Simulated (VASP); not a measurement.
Band structure of ZrS₂ (1T layered). Calculation: vdW-DF-cx, VASP's PBE PAW potentials (set 64) (plane waves; VASP 6.6.1).

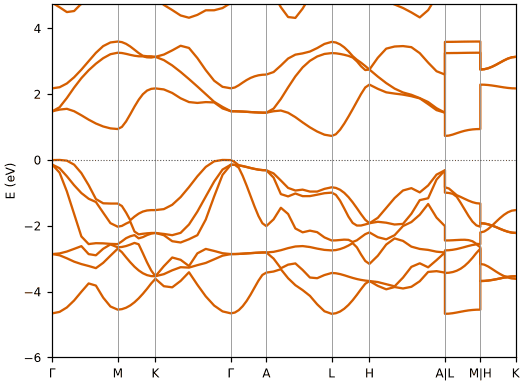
*Bands along high-symmetry lines, zero at the valence-band maximum or, without a gap, the Fermi level*

### Question
Read the plot: is there a gap, and where are the band edges?

### Answer
The gap is indirect, 0.73 eV, from the valence maximum at K-Γ at 0.89 to the conduction minimum at L. (Edges off the drawn lines would not show.)

Measured: gap 1.70 eV (computed value off by -0.97 eV), as given by Miłosz Rybak et al., Nanomaterials (2022), arXiv:2210.12074.

The compound is ZrS2 in the 1T layered structure. It was relaxed first.
